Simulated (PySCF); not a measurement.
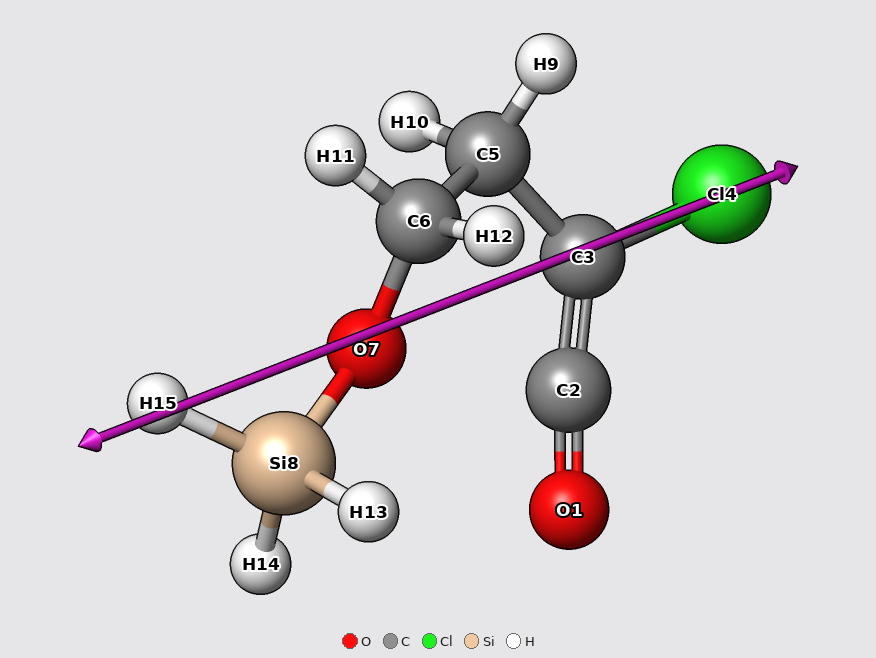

The double arrow shows the direction of the transition dipole to excited singlet state 5 (its length means nothing). The computed structure is the end point of a GFN2-xTB optimisation. No frequency run is at hand to confirm it as a minimum. Method: TDDFT CAM-B3LYP/def2-SVPD, vertical, gas phase, core orbitals frozen in the response (PySCF 2.14.0).

How is the transition polarised?

Answer. Nearly parallel to the C3–Cl4 bond.

Give its energy, strength and character.

Answer. 6.64 eV (187 nm), oscillator strength 0.019, mainly HOMO−1 → LUMO (weight 0.64); transition dipole 0.86 D.

The geometry is semi-empirical. Around Si such bond lengths and angles can be off by a tenth of an ångström or more and by several degrees, and values that hang on the shape move with them.
